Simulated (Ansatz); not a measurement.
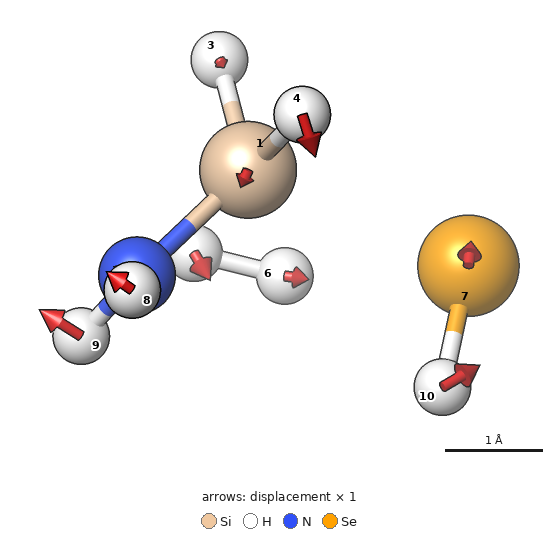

A saddle-point search of SiNH7Se (coarse preliminary run). The starting structure is drawn; red arrows show the displacements, at their true length. The two geometries are superimposed by the best rigid fit.

The picture is a ball-and-stick view, seen at a tilt.

The reaction that was planned forms Si1–Se7, H2–H6 and breaks Si1–H2, H6–Se7 (atoms numbered from 1 in input order).

All numbers below come from Ansatz, RKS PBE0-D4/def2-SVP.

Input
```yaml
crystal:
  periodic: [false, false, false]
  atoms:
    - {symbol: Si, position_ang: [-0.760817, 0.139146, -0.092441]}
    - {symbol: H, position_ang: [0.242884, -1.379214, -0.562891]}
    - {symbol: H, position_ang: [-1.723536, -0.647182, -0.907302]}
    - {symbol: H, position_ang: [-1.425651, 1.439367, 0.258378]}
    - {symbol: N, position_ang: [-0.146387, -0.320756, 1.430779]}
    - {symbol: H, position_ang: [0.717248, -0.756534, -1.138404]}
    - {symbol: Se, position_ang: [0.966043, 1.052994, -1.951949]}
    - {symbol: H, position_ang: [-0.223282, 0.318789, 2.213316]}
    - {symbol: H, position_ang: [0.417306, -1.139130, 1.620864]}
    - {symbol: H, position_ang: [1.936191, 1.292520, -0.870350]}
basis:
  gaussian: {orbitals: def2-SVP}
hamiltonian: {xc: pbe0, dispersion: d4}
saddle:
  f_tol: 0.04
  max_steps: 70
  order_check: false
  mode_guess:
    - [0.1063, 1.1465, -0.4392]
    - [1.0221, -0.1668, -0.8426]
    - [0.0000, 0.0000, 0.0000]
    - [0.0000, 0.0000, 0.0000]
    - [0.0000, 0.0000, 0.0000]
    - [-0.6127, -1.5459, 0.9992]
    - [-0.5158, 0.5662, 0.2826]
    - [0.0000, 0.0000, 0.0000]
    - [0.0000, 0.0000, 0.0000]
    - [0.0000, 0.0000, 0.0000]
```

Question: Which element moves most?

Answer: Hydrogen: up to 0.54 Å, against 0.33 Å for selenium.

Question: What happened in the run?

Answer: The search converged after 18 steps with a largest force component of 0.0014 eV/Å and a curvature of −7.58 eV/Å² along the mode that it followed. The atom that moves furthest after the best rigid fit is H9 (0.54 Å). Largest moves by element: H 0.54 Å, Se 0.33 Å, N 0.28 Å, Si 0.22 Å. Among the contacts that change: H6–Se7 2.000 → 1.749 Å, Si1–H2 1.880 → 1.703 Å, Si1–H6 2.020 → 1.929 Å, H2–H6 0.972 → 1.036 Å. Among the angles between lasting bonds that change: H3–Si1–N5 125.5° → 122.8°, H4–Si1–N5 100.6° → 98.1°. The run took roughly 3 core-minutes on a shared host.
